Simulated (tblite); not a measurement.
# Run report: C5H10ClFSi (charge +1), frequency calculation

C5H10ClFSi, charge +1, multiplicity 2, SMILES C[C+]([CH][SiH2]Cl)CCF, computed with GFN2-xTB harmonic vibrations, gas phase (tblite 0.8.0).

It belongs to a series of runs on one base structure; here: electron removed.

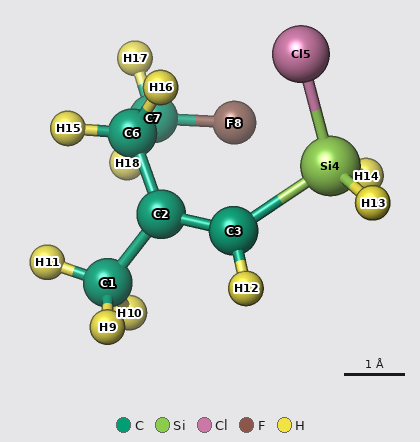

Fig. 1: The structure as given in the input (ball-and-stick view, seen at a tilt; atoms are numbered from 1 in the order of the input). Bond lengths as drawn: Cl–Si 2.00 Å, C–C 1.34 to 1.53 Å, C–F 1.37 Å, C–H 1.08 to 1.09 Å, C–Si 1.96 Å and H–Si 1.45 to 1.47 Å.

Input
```
{"job": {"kind": "ir", "xc": "GFN2-xTB", "basis": "xTB"}, "charge": 1, "multiplicity": 2}
C     -0.668942    -1.920020    -0.670618
C     -0.104700    -0.783149     0.135730
C      1.222670    -0.646770     0.190716
Si     2.267101     0.982991     0.475410
Cl     1.434990     1.979848     1.996873
C     -1.096581     0.207745     0.653309
C     -1.424477     1.210475    -0.460250
F     -0.274729     1.856880    -0.834507
H     -0.142554    -2.843334    -0.437558
H     -0.536398    -1.739378    -1.738105
H     -1.731391    -2.041934    -0.478128
H      1.868424    -1.484516    -0.026400
H      3.501733     0.340816     0.939425
H      2.340277     1.715180    -0.773958
H     -2.024851    -0.279584     0.950067
H     -0.690428     0.744260     1.510740
H     -2.116806     1.971888    -0.087620
H     -1.832095     0.734920    -1.356783
```

The first line tells a small driver script what to run in tblite; the rest is the geometry in Å.

Hardware: 1 CPU thread, shared host.

Run as:
```bash
OMP_NUM_THREADS=1 python <driver script> task.json out
```

What the program printed
```
mode    cm-1     km/mol
  1    -135.2      3.32
  2      39.4      0.36
  3      69.1      3.44
  4      97.4      6.87
  5     117.6      3.79
  6     146.8      9.02
  7     199.5      1.12
  8     210.1      4.24
  9     314.7      0.89
 10     398.8      2.28
 11     448.6      3.09
 12     470.0     32.31
 13     507.7     56.95
 14     523.9     29.13
 15     531.6     53.27
 16     613.0     57.77
 17     661.5    104.00
 18     719.8     18.17
 19     720.2    165.25
 20     824.0      4.99
 21     886.9     13.95
 22     951.8     12.54
 23     981.5     31.72
 24     989.1     11.62
 25    1028.0     25.31
 26    1029.6     34.62
 27    1076.8     12.69
 28    1113.8     81.57
 29    1177.1     29.53
 30    1184.5     25.52
 31    1268.5      2.53
 32    1292.2      6.26
 33    1343.4     99.24
 34    1411.7     14.37
 35    1414.6     35.67
 36    1427.6      2.97
 37    1442.6     29.81
 38    1490.5     39.38
 39    2194.8     46.45
 40    2375.3     92.51
 41    2950.5      9.43
 42    2965.8      4.34
 43    3000.1      5.25
 44    3014.4      2.78
 45    3015.5      2.58
 46    3035.0     16.89
 47    3052.3      5.42
 48    3056.4      6.42
```

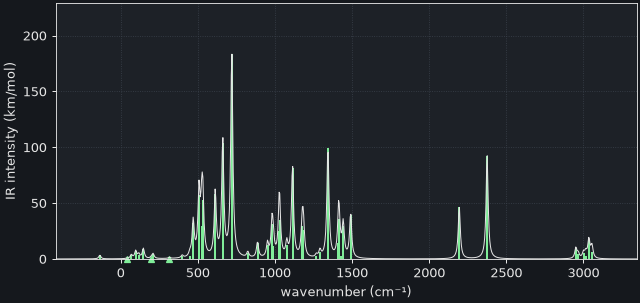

Fig. 2: Harmonic infrared spectrum, unscaled: sticks (degenerate modes added up, dark ones marked on the axis) with a Lorentzian envelope of 16 cm⁻¹ full width, scaled to the tallest stick; imaginary modes are drawn at negative wavenumbers. 48 modes from 135i to 3056 cm⁻¹, 1 imaginary beyond 8i (135i cm⁻¹): a first-order saddle point, if the geometry is stationary. The strongest line is at 720 cm⁻¹ (183 km/mol).

Key numbers

- outcome: converged
- total energy: −717.2147 eV
- zero-point energy: 82.6060 kcal/mol
- wall time: 3 s
- peak memory: 0.18 GiB
